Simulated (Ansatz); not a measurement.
# triplet BOF at 6 levels

We compute a comparison of 6 runs (UBHLYP/STO-3G, UCAM-B3LYP/STO-3G, UPBE/STO-3G, RPA@PBE/STO-3G, UMP2/STO-3G, FCI/STO-3G) of triplet BOF. 

The calculation is run with Ansatz 0.2.0.

53 further runs of the same task are left out: 4 that didn't finish, 49 set aside as unsound or not needed.

### Step 1. The structure to begin with

The species is BOF (3 atoms), meant as a triplet with charge 0. SMILES of the parent species: `O=BF`. The coordinates come from a PBE0-D4/def2-TZVP relaxation. That shape belongs to the parent species and isn't relaxed for this state.

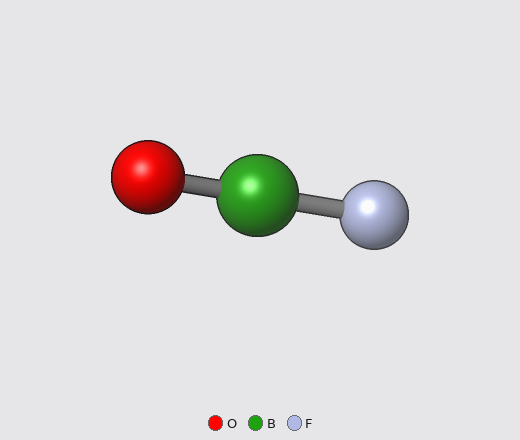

Viewed from a chosen angle; oxygen red, boron green, fluorine light blue.

### Step 2. A single-point energy at UBHLYP/STO-3G (run 1)

The input, job.yaml:

```yaml
crystal:
  periodic: [false, false, false]
  atoms:
    - symbol: O
      position_ang: [0.983100, -0.565100, 0.479900]
    - symbol: B
      position_ang: [0.020300, -0.011600, 0.009900]
    - symbol: F
      position_ang: [-1.003400, 0.576800, -0.489800]
basis:
  gaussian: {orbitals: STO-3G}
magnetization: {spin_polarized: true, initial_magnetization: 2}
hamiltonian: {xc: {name: BHLYP}}
accuracy: high
```

On the command line:

```
$ ansatz run job.yaml --threads 1 --pin off --max-ram 2610MiB --events-out events.jsonl --progress --plain --runs-dir runs
```

Standard output:

```text
Warning: RAYON_NUM_THREADS=1 ignored (pool sized by the plan → 1); use --threads N
Functional definition: BHLYP
  name "BHLYP"
  parameter a = 0.5
  exchange = (1 - a)*b88_x + a*exact_x
  correlation = lyp_c
248 factors; integrals over basis functions are off by at most 3.4e-8 eV
mean field evaluation 1: about -5354.1748 eV, gradient 1.2e1 eV
mean field evaluation 2: about -5354.8275 eV, gradient 1.0e1 eV
mean field evaluation 4: about -5355.5714 eV, gradient 7.5e-1 eV
mean field evaluation 8: about -5355.6150 eV, gradient 1.5e-2 eV
mean field evaluation 16: about -5355.8571 eV, gradient 9.4e-1 eV
mean field evaluation 32: about -5356.1945 eV, gradient 1.3e-1 eV
mean field evaluation 64: about -5354.1748 eV, gradient 1.2e1 eV
mean field evaluation 96: about -5356.1929 eV, gradient 2.1e-5 eV
mean field -5356.19285252 eV, -196.8364567722 hartree, gradient 3.9e-9 eV, S^2 2.002972; 4 other end points of the search recorded, 0 dependent functions left out
reference -5356.19286524 eV, -196.8364572397 hartree; 12, 10 occupied and 3, 5 virtual orbitals, 248 factors
Total energy: -5356.19286524 eV, -196.8364572397 hartree
```

Run time: 20 s. Hardware: 1 thread of Intel Xeon Platinum 8488C (Sapphire Rapids), shared host; peak memory 0.12 GiB.

### Step 3. A single-point energy at UCAM-B3LYP/STO-3G (run 2)

The input, input.yaml:

```yaml
crystal:
  periodic: [false, false, false]
  atoms:
    - symbol: O
      position_ang: [0.983100, -0.565100, 0.479900]
    - symbol: B
      position_ang: [0.020300, -0.011600, 0.009900]
    - symbol: F
      position_ang: [-1.003400, 0.576800, -0.489800]
basis:
  gaussian:
    orbitals: STO-3G
magnetization:
  spin_polarized: true
  initial_magnetization: 2
hamiltonian:
  xc: {name: CAM-B3LYP}
accuracy: high
```

On the command line:

```
$ ansatz run input.yaml --threads 1 --pin off --max-ram 2610MiB --events-out events.jsonl --progress --plain --runs-dir runs
```

Standard output, shortened:

```text
Warning: RAYON_NUM_THREADS=1 ignored (pool sized by the plan → 1); use --threads N
Functional definition: CAM-B3LYP
  name "CAM-B3LYP"
[...]
248 factors; integrals over basis functions are off by at most 3.4e-8 eV
124 factors; integrals over basis functions are off by at most 6.1e-10 eV
[...]
mean field -5355.42243217 eV, -196.8081443467 hartree, gradient 5.8e-10 eV, S^2 2.001929; 4 other end points of the search recorded, 0 dependent functions left out
reference -5355.42244119 eV, -196.8081446779 hartree; 12, 10 occupied and 3, 5 virtual orbitals, 248 factors
Total energy: -5355.42244119 eV, -196.8081446779 hartree
```

It took 63 s on 1 thread of Intel Xeon Platinum 8488C (Sapphire Rapids), shared host; peak memory 0.13 GiB.

### Step 4. The energy at UPBE/STO-3G (run 3)

The input, molecule.yaml:

```yaml
crystal:
  periodic: [false, false, false]
  atoms:
    - {symbol: O, position_ang: [0.983100, -0.565100, 0.479900]}
    - {symbol: B, position_ang: [0.020300, -0.011600, 0.009900]}
    - {symbol: F, position_ang: [-1.003400, 0.576800, -0.489800]}
basis:
  gaussian: {orbitals: STO-3G}
total_charge: 0
magnetization: {spin_polarized: true, initial_magnetization: 2}
hamiltonian: {xc: {name: PBE}}
accuracy: high
```

On the command line:

```
$ ansatz run molecule.yaml --threads 1 --pin off --max-ram 2610MiB --events-out events.jsonl --progress --plain --runs-dir runs
```

Standard output, shortened:

```text
Warning: RAYON_NUM_THREADS=1 ignored (pool sized by the plan → 1); use --threads N
Functional definition: PBE
  name "PBE"
[...]
248 factors; integrals over basis functions are off by at most 3.4e-8 eV
[...]
mean field -5352.09806146 eV, -196.6859759762 hartree, gradient 7.9e-9 eV, S^2 2.001423; 7 other end points of the search recorded, 0 dependent functions left out
reference -5352.09806272 eV, -196.6859760224 hartree; 12, 10 occupied and 3, 5 virtual orbitals, 248 factors
Total energy: -5352.09806272 eV, -196.6859760224 hartree
```

Wall time 33 s (1 thread of Intel Xeon Platinum 8488C (Sapphire Rapids), shared host); peak memory 0.12 GiB.

Runs 4 to 5 aren't shown in full; the table further down has their settings and results.

### Step 5. The energy at FCI/STO-3G (run 6)

The input, in.yaml:

```yaml
basis:
  gaussian:
    orbitals: STO-3G
crystal:
  periodic: [false, false, false]
  atoms:
    - {symbol: O, position_ang: [0.983100, -0.565100, 0.479900]}
    - {symbol: B, position_ang: [0.020300, -0.011600, 0.009900]}
    - {symbol: F, position_ang: [-1.003400, 0.576800, -0.489800]}
accuracy: high
correlation:
  method: fci
  frozen_orbitals: {B: 1, F: 1, O: 1}
magnetization:
  spin_polarized: true
  initial_magnetization: 2
```

On the command line:

```
$ ansatz run in.yaml --threads 1 --pin off --max-ram 2610MiB --events-out events.jsonl --progress --plain --runs-dir runs
```

Standard output, shortened:

```text
Warning: RAYON_NUM_THREADS=1 ignored (pool sized by the plan → 1); use --threads N
Functional definition: HF
  name "HF"
[...]
248 factors; integrals over basis functions are off by at most 3.4e-8 eV
[...]
mean field -5335.51881544 eV, -196.0766999228 hartree, gradient 1.2e-10 eV, S^2 2.008472; 14 other end points of the search recorded, 0 dependent functions left out
determinant -5335.51881544 eV, -196.0766999228 hartree, with singles and doubles -5337.79927610 eV, -196.1605053065 hartree
determinant -5334.90980881 eV, -196.0543193419 hartree, with singles and doubles -5337.08861246 eV, -196.1343888993 hartree
determinant -5332.24198907 eV, -195.9562787751 hartree, with singles and doubles -5335.28035322 eV, -196.0679365980 hartree
3 core orbitals not correlated: weight in the atoms' cores, before any rotation towards them, 1.000 or more for the frozen orbitals, at most 0.000 for the correlated occupied ones
reference -5335.45325801 eV, -196.0742907317 hartree; 9, 7 occupied and 3, 5 virtual orbitals, 248 factors
state -5338.35943323 eV, -196.1810907012 hartree
Total energy: -5338.35943323 eV, -196.1810907012 hartree
```

Run time: 2.4 s. Hardware: 1 thread of Intel Xeon Platinum 8488C (Sapphire Rapids), shared host.

### Step 6. All runs side by side

| run | level | frozen core orbitals | energy (Eh) | ⟨S²⟩ | wall time |
| --- | --- | --- | --- | --- | --- |
| 1 | UBHLYP/STO-3G | – | -196.836457 | 2.003 | 20 s |
| 2 | UCAM-B3LYP/STO-3G | – | -196.808145 | 2.002 | 63 s |
| 3 | UPBE/STO-3G | – | -196.685976 | 2.001 | 33 s |
| 4 | RPA@PBE/STO-3G | 3 | -196.233869 | 2.001 | 47 s |
| 5 | UMP2/STO-3G | 3 | -196.139850 | 2.008 | 1.5 s |
| 6 | FCI/STO-3G | 3 | -196.181091 | – | 2.4 s |

### Step 7. Results

```
                                          quantity          value
                               run 6: total energy  -196.18109 Eh
run 6: correlation energy (3 core orbitals frozen)     -106.8 mEh
```

What this shows: Against full CI in this basis: UMP2 +41.2 mEh. Totals of different functionals can't be ranked against each other. In runs 1, 2, 3, 4, 5, 6 the basis is minimal, so the values are rough. All runs together took 2.8 min, the longest 63 s.
